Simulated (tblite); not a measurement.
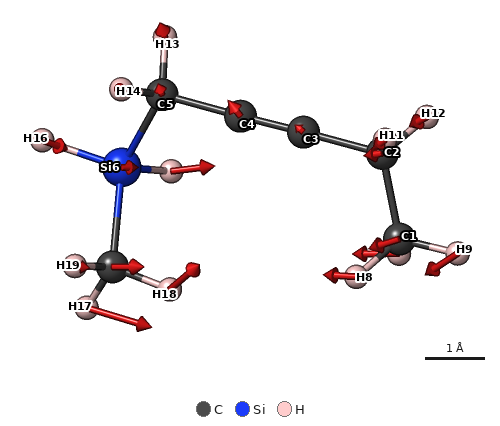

A relaxation of C6H12Si. The starting structure is drawn; red arrows show the displacements, 5 times their true length. The two geometries are superimposed by the best rigid fit.

The picture is a ball-and-stick view, seen at a tilt.

All numbers below come from GFN2-xTB geometry optimisation, gas phase (tblite 0.8.0). 

Which element moves most?

Answer. Hydrogen: up to 0.25 Å, against 0.13 Å for carbon.

What did the optimiser do to the structure, and how much energy did it gain?

Answer. After 71 geometry steps the energy has fallen by 0.122 eV. An H atom moves most after the best rigid fit: 0.25 Å. Largest moves by element: H 0.25 Å, C 0.13 Å, Si 0.07 Å. Near-neighbour distances that change, for instance: C–Si 1.855 → 1.897 Å, C–Si 1.874 → 1.915 Å, C–C 1.488 → 1.452 Å, H–Si 1.494 → 1.470 Å. Among the angles between lasting bonds that change: C–Si–C 112.2° → 108.6°, H–Si–H 107.3° → 109.8°, C–Si–H 108.6° → 110.7°.
